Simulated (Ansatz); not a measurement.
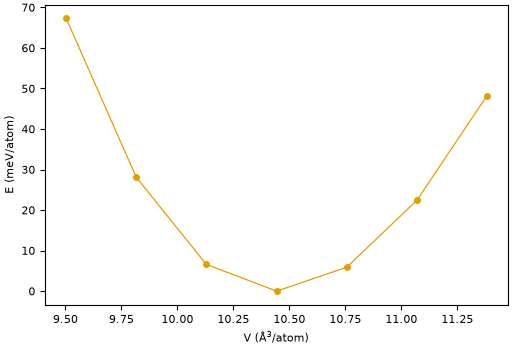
Figure. AlCo₃N (anti-perovskite, Pm-3m) under volume change, PBE (plane waves, PAW; program Ansatz), scaled uniformly.

Task: What does a third-order Birch–Murnaghan fit give for V₀, B₀ and B′?

Result: V₀ = 10.44 Å³/atom, B₀ = 215 GPa, B′ = 4.6.

The cell is a constructed one: a structure type filled with these elements; neither database checked (COD, Materials Project) lists it. Its standing as an ambient phase is unchecked. Symmetry was held in the PBE relaxation; whether a distortion lowers the energy is not shown. Spin order of the final state: ferromagnetic, the only order run, not a proven ground state. No Hubbard U is applied.

Potentials: the earlier of the program's two PAW sets.
